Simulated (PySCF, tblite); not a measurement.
**2-thiophenemethanol: a rotation path, then NMR shifts on frames, part 1 of 2**

How do NMR shifts of 2-thiophenemethanol (`OCc1cccs1`) change as the atoms move?

Computed with tblite 0.8.0 and PySCF 2.14.0, with density-fitted response routines of our own, on a single molecule in the gas phase. Atoms count from 0, in the outputs and in this text.

### 1 The molecule as given

13 atoms, charge 0, multiplicity 1; geometry from: GFN2-xTB.

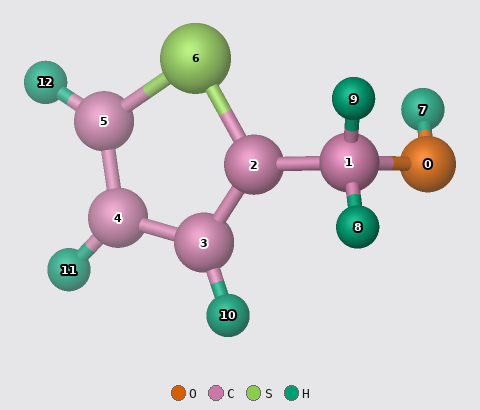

The starting geometry (oxygen orange, carbon pink, sulfur green, hydrogen teal), atoms numbered.

### 2 The rotation path with GFN2-xTB

The job: settings as JSON, then the geometry in Å.

```
{"job": {"kind": "neb", "xc": "GFN2-xTB", "basis": "xTB", "atoms": [6, 2, 1, 0], "turn": 120}, "charge": 0, "multiplicity": 1}
O     -2.481357    -0.432828    -0.654882
C     -1.772831     0.334740     0.294814
C     -0.294958     0.115173     0.224515
C      0.610308     0.719489    -0.591124
C      1.923338     0.222760    -0.427605
C      1.997468    -0.757359     0.506373
S      0.466132    -1.095452     1.209143
H     -2.288563    -1.365922    -0.506934
H     -2.004143     1.375429     0.054011
H     -2.134130     0.115779     1.309878
H      0.346039     1.495308    -1.286826
H      2.771808     0.583116    -0.980939
H      2.856502    -1.309746     0.831847
```

Method: GFN2-xTB climbing-image nudged elastic band, gas phase.

Run with:

```sh
> OMP_NUM_THREADS=1 python probes_run.py task.json out
```

This one command runs all jobs of the session in turn.

Standard output:

```text
image   E - E0 / eV
  0       0.0000
  1      -0.0011
  2       0.0013
  3       0.0090
  4       0.0186
  5       0.0248
  6       0.0256
  7       0.0241
  8       0.0222
```

Wall time 1.6 s (1 thread of Arm Neoverse V2, shared host); peak memory 0.18 GiB.

The final band, with the dihedral S6–C2–C1–O0:

```
image  dihedral (°)  energy (eV)  energy (kcal/mol)
    0           -92        0.000                0.0
    1           -78       -0.001                0.0
    2           -63        0.001                0.0
    3           -49        0.009                0.2
    4           -34        0.019                0.4
    5           -18        0.025                0.6
    6            -3        0.026                0.6
    7            12        0.024                0.6
    8            28        0.022                0.5
```

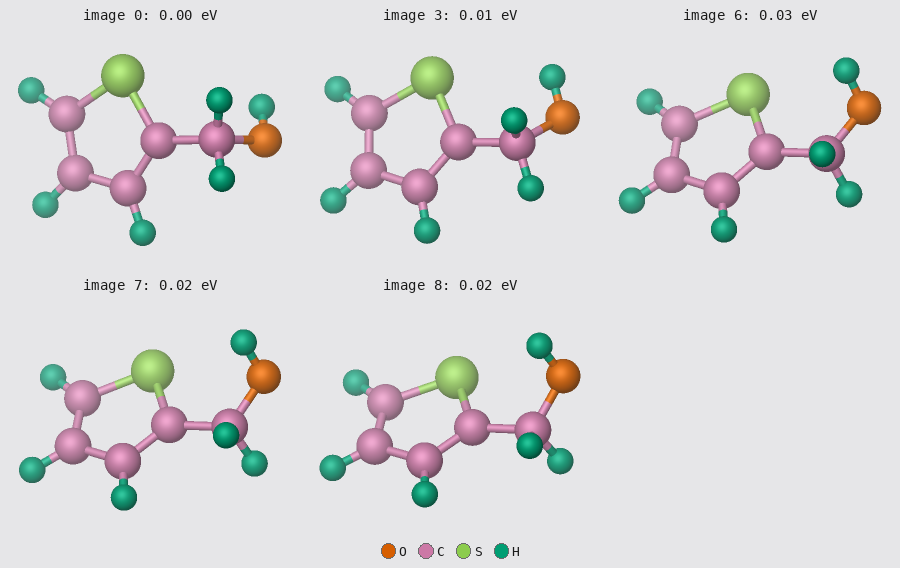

Images along the band.

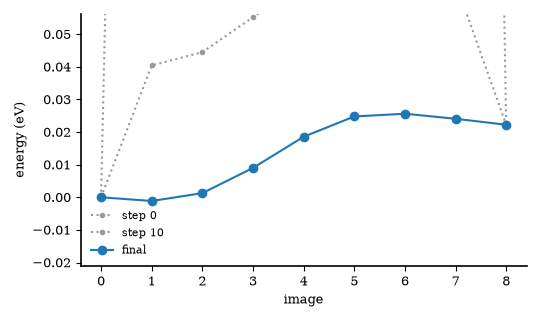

Energy along the band, early and final.

### 3 Shielding tensors: image 0, PBE0/pcSseg-1

The job: settings as JSON, then the geometry in Å.

```
{"job": {"kind": "nmr", "xc": "PBE0", "basis": "pcSseg-1", "pop": false}, "charge": 0, "multiplicity": 1}
O     -2.481400    -0.432800    -0.654900
C     -1.772800     0.334700     0.294800
C     -0.295000     0.115200     0.224500
C      0.610300     0.719500    -0.591100
C      1.923300     0.222800    -0.427600
C      1.997500    -0.757400     0.506400
S      0.466100    -1.095500     1.209100
H     -2.288600    -1.365900    -0.506900
H     -2.004100     1.375400     0.054000
H     -2.134100     0.115800     1.309900
H      0.346000     1.495300    -1.286800
H      2.771800     0.583100    -0.980900
H      2.856500    -1.309700     0.831800
```

With the program's defaults for keys left out, this is: GIAO PBE0/pcSseg-1 NMR shielding, non-relativistic, gas phase.

Standard output:

```text
coarse grid: 11864 points
cycle   1  E = -666.8982108325  dE =  1.263e+00  |g| = 6.509e-01  |ddm| = 3.566e+00
cycle   2  E = -666.8107002079  dE =  8.751e-02  |g| = 9.324e-01  |ddm| = 1.360e+00
cycle   3  E = -666.9799275474  dE = -1.692e-01  |g| = 8.404e-02  |ddm| = 9.362e-01
cycle   4  E = -666.9812528842  dE = -1.325e-03  |g| = 4.919e-02  |ddm| = 1.458e-01
cycle   5  E = -666.9818541759  dE = -6.013e-04  |g| = 1.283e-02  |ddm| = 5.561e-02
cycle   6  E = -666.9818897268  dE = -3.555e-05  |g| = 3.655e-03  |ddm| = 1.419e-02
cycle   7  E = -666.9818925798  dE = -2.853e-06  |g| = 1.476e-03  |ddm| = 4.624e-03
final grid: 111232 points
cycle   8  E = -667.0363058359  dE = -1.961e-05  |g| = 1.090e-02  |ddm| = 2.965e-02
cycle   9  E = -667.0362727370  dE =  3.310e-05  |g| = 1.598e-02  |ddm| = 2.395e-02
cycle  10  E = -667.0363324280  dE = -5.969e-05  |g| = 1.300e-03  |ddm| = 1.615e-02
cycle  11  E = -667.0363328713  dE = -4.432e-07  |g| = 3.734e-04  |ddm| = 1.685e-03
cycle  12  E = -667.0363329019  dE = -3.069e-08  |g| = 1.186e-04  |ddm| = 4.181e-04
cycle  13  E = -667.0363329048  dE = -2.850e-09  |g| = 3.604e-05  |ddm| = 1.207e-04
cycle  14  E = -667.0363329051  dE = -2.732e-10  |g| = 1.629e-05  |ddm| = 4.500e-05
converged SCF energy = -667.0363329051

GIAO shielding tensors (ppm)
atom      isotropic    diamagn.    paramagn.     s11        s22        s33       span
  0 O      262.842     387.829    -124.986    218.182    261.077    309.268     91.085
  1 C      123.219     237.316    -114.097     97.898    115.687    156.072     58.174
  2 C       31.400     265.204    -233.803    -43.474     13.047    124.628    168.102
  3 C       54.110     250.332    -196.222    -25.151     41.768    145.713    170.864
  4 C       54.249     253.293    -199.044    -27.850     41.331    149.267    177.117
  5 C       53.256     260.960    -207.705    -34.969     52.540    142.196    177.166
  6 S      279.875    1057.685    -777.810    138.613    305.284    395.728    257.115
  7 H       31.402      31.707      -0.305     22.779     31.048     40.378     17.600
  8 H       26.774      27.876      -1.102     22.505     26.759     31.057      8.552
  9 H       26.783      28.103      -1.321     22.009     27.497     30.842      8.833
 10 H       24.354      32.109      -7.755     21.317     23.951     27.793      6.477
 11 H       24.490      30.341      -5.852     21.440     24.556     27.474      6.033
 12 H       24.593      30.820      -6.227     21.632     24.512     27.636      6.005
```

Run time: 15 s. Hardware: 1 thread of Arm Neoverse V2, shared host; peak memory 0.72 GiB.

Shifts follow as δ = σ(reference) − σ, with reference shieldings (ppm) from runs at the same level and on the same kind of geometry: 1H TMS 31.72, 13C TMS 186.9, 17O H2O 336.1, 33S CS2 504. The references are single molecules in the gas phase, so shifts against H2O, NH3, PH3, H3PO4 or CFCl3 are not on the usual liquid scales and can be off by tens of ppm. Each atom is listed at this fixed geometry, with no averaging over motion; a spectrum would average atoms that exchange fast.

```
atoms                                              environment  σ (ppm)  δ (ppm)
   C2      substituted aromatic carbon next to the ring sulfur     31.4    155.5
   C5                      aromatic CH next to the ring sulfur     53.3    133.7
   C3                                              aromatic CH     54.1    132.8
   C4                                              aromatic CH     54.2    132.7
   C1                 sp3 CH2 bonded to O, on an aromatic ring    123.2     63.7
  H10                               hydrogen on an aromatic CH    24.35     7.36
  H11                               hydrogen on an aromatic CH    24.49     7.23
  H12       hydrogen on an aromatic CH next to the ring sulfur    24.59     7.12
   H8  hydrogen on an sp3 CH2 bonded to O, on an aromatic ring    26.77     4.94
   H9  hydrogen on an sp3 CH2 bonded to O, on an aromatic ring    26.78     4.93
   H7                            hydrogen on an alcohol oxygen    31.40     0.32
   O0                                           alcohol oxygen    262.8     73.2
   S6                                     aromatic ring sulfur      280      224
```

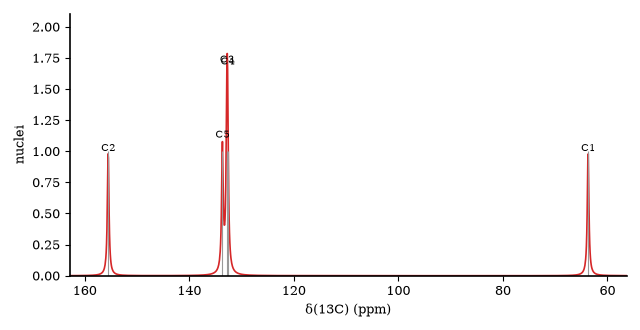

13C lines at the computed shifts, without couplings. Lines are broadened to a width of 0.37 ppm (Lorentzian).

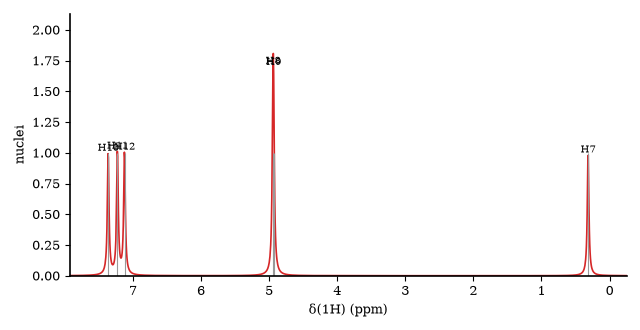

1H lines at the computed shifts, without couplings. Lines are broadened to a width of 0.03 ppm (Lorentzian).

Ring of atoms C2, C3, C4, C5, S6: NICS(0) -12.4, NICS(1) -11.3, NICS(1)zz -26.7 ppm (means of both faces).

Orbitals, density, ELF and potential are computed afterwards from the orbital file.

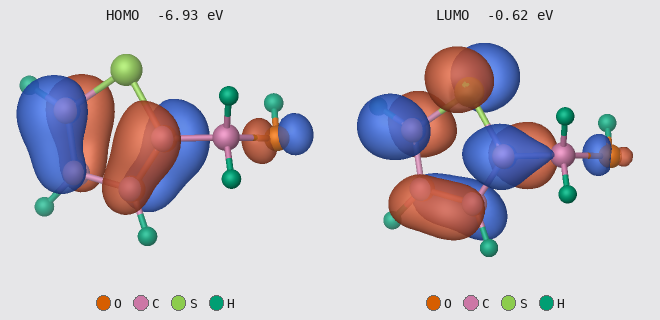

Frontier orbitals at PBE0/pcSseg-1; each surface holds 70 % of the orbital's density, blue and red mark the sign.

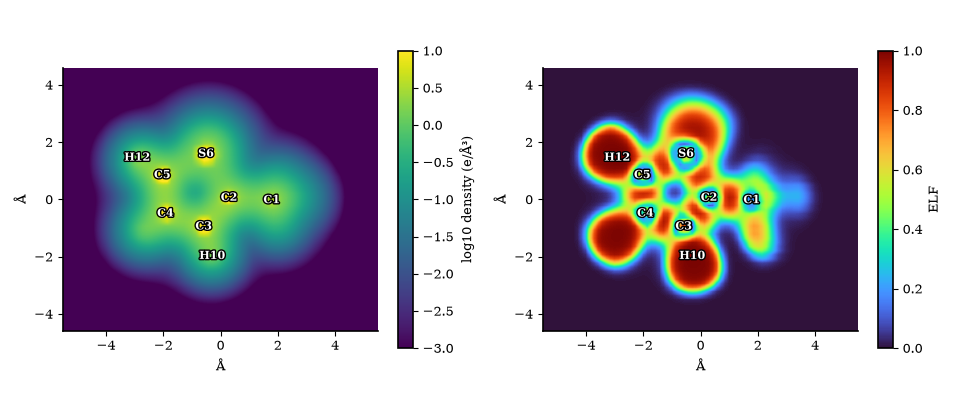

Density (left) and ELF (right) in a plane through or near 8 of the atoms.

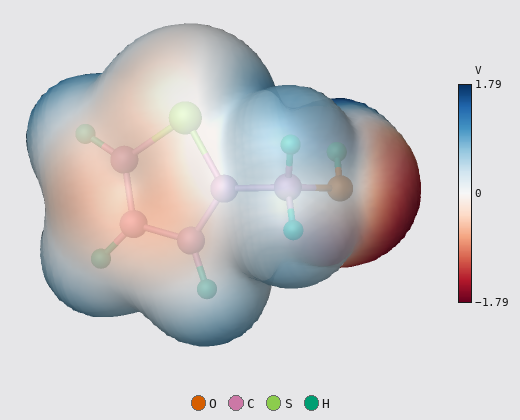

Electrostatic potential on the surface of density 0.002 e/bohr³; red is low, blue high. It runs, from the 1st to the 99th percentile, from -1.59 V near O0 to 1.79 V near H7.

### 4 Nuclear shieldings: image 3, PBE0/pcSseg-1

The job: settings as JSON, then the geometry in Å.

```
{"job": {"kind": "nmr", "xc": "PBE0", "basis": "pcSseg-1", "pop": false}, "charge": 0, "multiplicity": 1}
O     -2.537000    -0.769700    -0.327800
C     -1.780900     0.333100     0.107600
C     -0.303200     0.096100     0.084000
C      0.674200     0.882600    -0.439300
C      1.967200     0.327500    -0.298600
C      1.955400    -0.872300     0.330800
S      0.366600    -1.346700     0.780800
H     -2.335700    -1.531700     0.228100
H     -2.024500     1.145100    -0.582200
H     -2.098200     0.634900     1.119900
H      0.480400     1.828000    -0.913300
H      2.859200     0.801500    -0.665900
H      2.772200    -1.528000     0.558000
```

With the program's defaults for keys left out, this is: GIAO PBE0/pcSseg-1 NMR shielding, non-relativistic, gas phase.

Standard output:

```text
coarse grid: 11864 points
cycle   1  E = -666.8965875975  dE =  1.275e+00  |g| = 6.479e-01  |ddm| = 3.576e+00
cycle   2  E = -666.8142780591  dE =  8.231e-02  |g| = 9.167e-01  |ddm| = 1.403e+00
cycle   3  E = -666.9774468043  dE = -1.632e-01  |g| = 8.656e-02  |ddm| = 9.453e-01
cycle   4  E = -666.9787957615  dE = -1.349e-03  |g| = 5.328e-02  |ddm| = 1.463e-01
cycle   5  E = -666.9795024675  dE = -7.067e-04  |g| = 1.195e-02  |ddm| = 5.872e-02
cycle   6  E = -666.9795322683  dE = -2.980e-05  |g| = 4.033e-03  |ddm| = 1.415e-02
cycle   7  E = -666.9795358290  dE = -3.561e-06  |g| = 1.580e-03  |ddm| = 4.842e-03
final grid: 111232 points
cycle   8  E = -667.0339413966  dE = -2.107e-05  |g| = 1.052e-02  |ddm| = 2.961e-02
cycle   9  E = -667.0339134212  dE =  2.798e-05  |g| = 1.511e-02  |ddm| = 2.315e-02
cycle  10  E = -667.0339660047  dE = -5.258e-05  |g| = 1.115e-03  |ddm| = 1.565e-02
cycle  11  E = -667.0339663215  dE = -3.168e-07  |g| = 3.859e-04  |ddm| = 1.645e-03
cycle  12  E = -667.0339663556  dE = -3.405e-08  |g| = 1.106e-04  |ddm| = 4.130e-04
cycle  13  E = -667.0339663581  dE = -2.531e-09  |g| = 3.394e-05  |ddm| = 1.106e-04
cycle  14  E = -667.0339663584  dE = -2.403e-10  |g| = 1.429e-05  |ddm| = 4.074e-05
converged SCF energy = -667.0339663584

GIAO shielding tensors (ppm)
atom      isotropic    diamagn.    paramagn.     s11        s22        s33       span
  0 O      280.287     386.732    -106.446    222.681    279.766    338.413    115.731
  1 C      120.689     238.193    -117.504     96.767    113.282    152.019     55.252
  2 C       26.600     266.142    -239.543    -44.347      9.412    114.734    159.081
  3 C       59.020     250.368    -191.348    -17.858     49.730    145.187    163.045
  4 C       56.409     253.328    -196.919    -25.723     44.538    150.413    176.136
  5 C       54.928     260.679    -205.751    -37.692     57.753    144.723    182.415
  6 S      292.731    1058.130    -765.399    136.526    313.675    427.992    291.467
  7 H       31.238      31.511      -0.272     21.705     30.899     41.111     19.406
  8 H       26.787      28.209      -1.422     21.613     27.458     31.290      9.676
  9 H       26.424      27.756      -1.333     22.299     26.123     30.849      8.551
 10 H       24.693      32.181      -7.488     21.715     24.598     27.766      6.051
 11 H       24.678      30.273      -5.596     21.599     24.590     27.844      6.245
 12 H       24.537      30.818      -6.282     21.525     24.640     27.444      5.919
```

Wall time 12 s (1 thread of Arm Neoverse V2, shared host); peak memory 0.8 GiB.

Key values: δ C2 160.3, C5 132.0, C4 130.5, C3 127.9, H12 7.18, H11 7.04 ppm.

(Continued in part 2 of 2.)
